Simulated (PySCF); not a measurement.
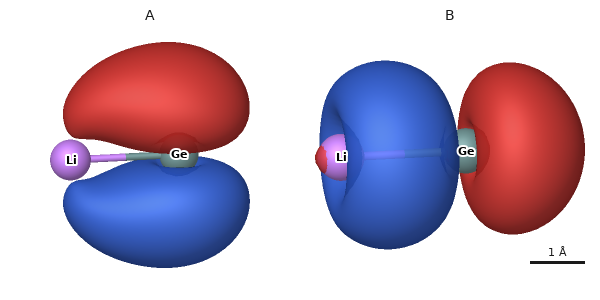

Figure 1: LiGe (quartet). Two frontier α-spin orbitals, each drawn at the value that holds 80 % of its norm (red and blue are the two phases), in no order; of a degenerate pair one member is drawn.

All numbers below come from PBE0/aug-cc-pVDZ(-PP), non-relativistic Hamiltonian with scalar-relativistic core potentials where named, at a bond length of 2.420 Å in PySCF.

Q: Label each orbital by symmetry, say whether it is occupied, and order them by energy.

A: Orbital B: σ, occupied in this spin, −5.34 eV; mainly on Ge (80 %).
Orbital A: π, occupied in this spin, −4.52 eV; mainly on Ge (85 %).
